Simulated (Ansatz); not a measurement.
**CH$_{10}$B$_{2}$Si$_{2}$: density, localisation and related maps**

The calculation's input:

```
crystal:
  periodic: [false, false, false]
  atoms:
    - { symbol: B, position_ang: [-1.5089, 0.3147, 1.7227] }
    - { symbol: Si, position_ang: [-0.0884, -0.9076, 1.6567] }
    - { symbol: C, position_ang: [1.0911, -0.4255, 0.2997] }
    - { symbol: B, position_ang: [0.5061, -0.5503, -1.1147] }
    - { symbol: Si, position_ang: [0.1679, 0.9957, -2.2476] }
    - { symbol: H, position_ang: [-1.3426, 1.522, 1.8927] }
    - { symbol: H, position_ang: [-2.6356, -0.0117, 1.5313] }
    - { symbol: H, position_ang: [-0.5639, -2.2398, 1.3937] }
    - { symbol: H, position_ang: [0.611, -0.8711, 2.9968] }
    - { symbol: H, position_ang: [1.4616, 0.6185, 0.5065] }
    - { symbol: H, position_ang: [1.9936, -1.1008, 0.3766] }
    - { symbol: H, position_ang: [0.0658, -1.606, -1.4665] }
    - { symbol: H, position_ang: [1.421, 1.6308, -2.5609] }
    - { symbol: H, position_ang: [-0.5363, 0.6182, -3.4563] }
    - { symbol: H, position_ang: [-0.6642, 1.9621, -1.5012] }
basis:
  gaussian: { orbitals: def2-SVP }
hamiltonian:
  xc: pbe
  dispersion: d4
relax:
  f_tol: 0.02
  max_steps: 50
output:
  orbitals: {}
```

Launched as:

```sh
ansatz run input.yaml --threads 2 --pin off --max-ram 3072MiB --backend cpu --events-out ev --progress --plain --runs-dir out
```

The fields are those of the run's last geometry, not of the input's.

The calculation used Ansatz, RKS PBE-D4/def2-SVP.

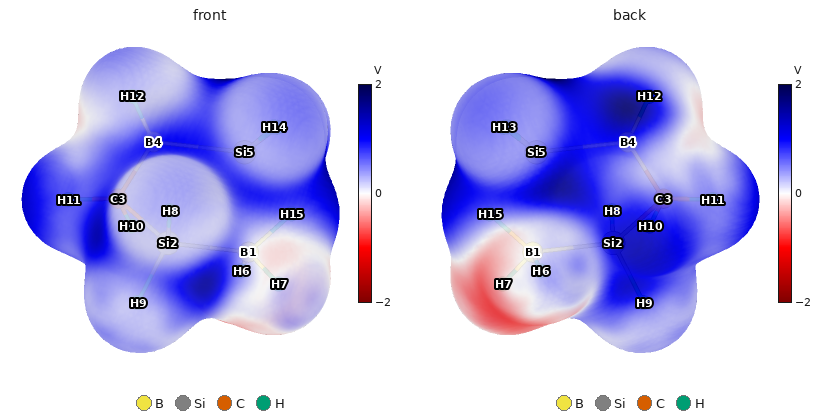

Figure 1. The electrostatic potential painted on the density surface at 0.004 e/bohr³, seen from the front and from behind; red is negative and blue positive.

> Where is the surface potential most negative and most positive?

The most negative region (about −0.7 V) lies over H6, the most positive (about +1.9 V) over Si5.

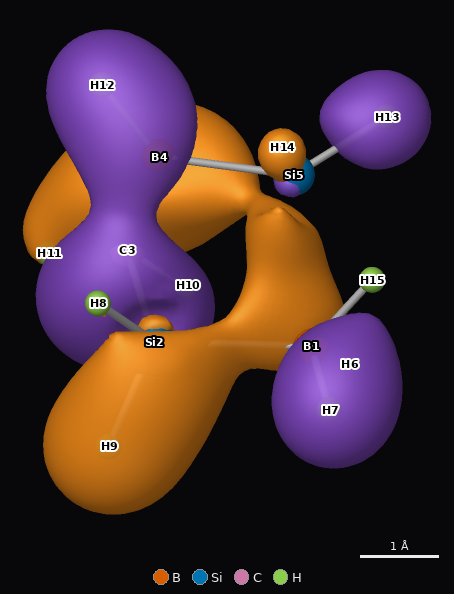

Figure 2. The HOMO−1 at ±0.08 Å⁻³ᐟ² (orange and purple are the two phases), seen at an oblique angle.

> Where does this orbital lie, and at what energy?

It lies mainly on C3 (about 35 %), Si2 (about 15 %), B4 (about 15 %) and H9 (about 5 %). Its energy is −7.27 eV.

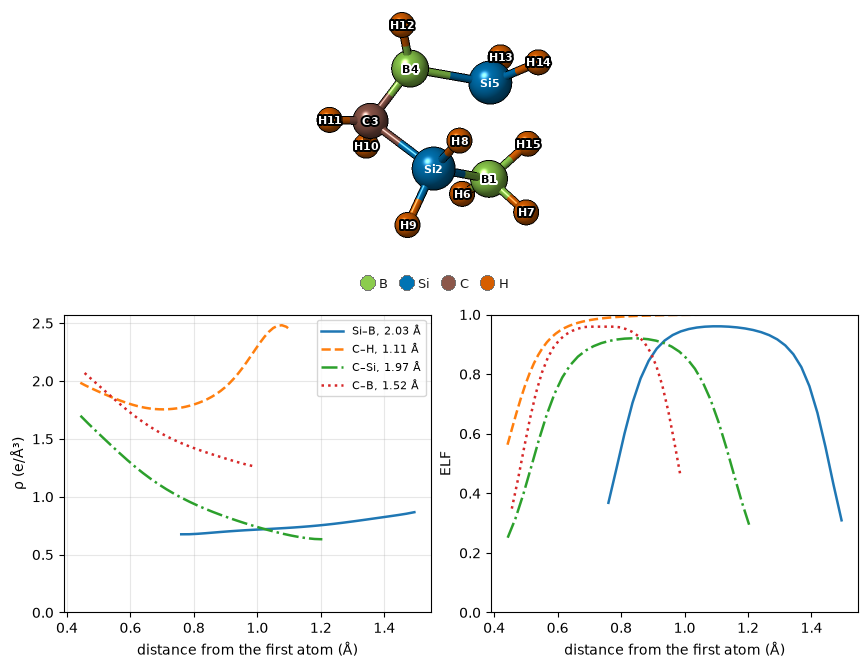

Figure 3. Electron density and ELF along straight lines between neighbouring atoms. The curves leave out the atomic cores. The structure is drawn too.

> What can be read from the curves?

Si–B (2.03 Å): ρ is about 0.72 e/Å³ halfway; the ELF peaks at about 0.95 between the atoms: localised, covalent bonding.
C–H (1.11 Å): ρ is about 1.8 e/Å³ halfway; the ELF climbs to about 1 towards the hydrogen, as it does in any bond to H: a covalent bond by its length.
C–Si (1.97 Å): the density is about 0.75 e/Å³ at the midpoint; the ELF peaks at about 0.90 between the atoms (localised, covalent bonding).
C–B (1.52 Å): ρ is about 1.5 e/Å³ halfway; the ELF peaks at about 0.95 between the atoms (a covalent bond).
